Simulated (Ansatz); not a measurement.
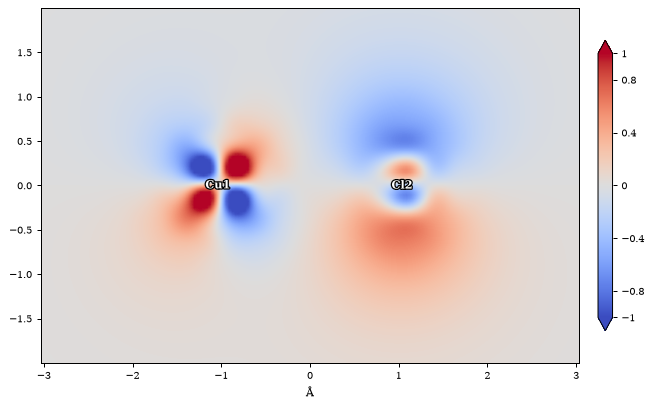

CuCl. The HOMO on a plane that holds the molecular axis (values in Å⁻³ᐟ²; the overall sign is arbitrary).

Geometry: PBE0-D4/def2-TZVP.

These are results of Ansatz 0.2.0, RKS PBE0-D4/def2-TZVPPD, not measurements.

Where does this orbital lie, and at what energy?

Answer. By Hirshfeld shares it lies mainly on Cl2 (about 65 %) and Cu1 (about 35 %). It is one of a degenerate set, so its orientation is arbitrary. Its energy is −7.53 eV.
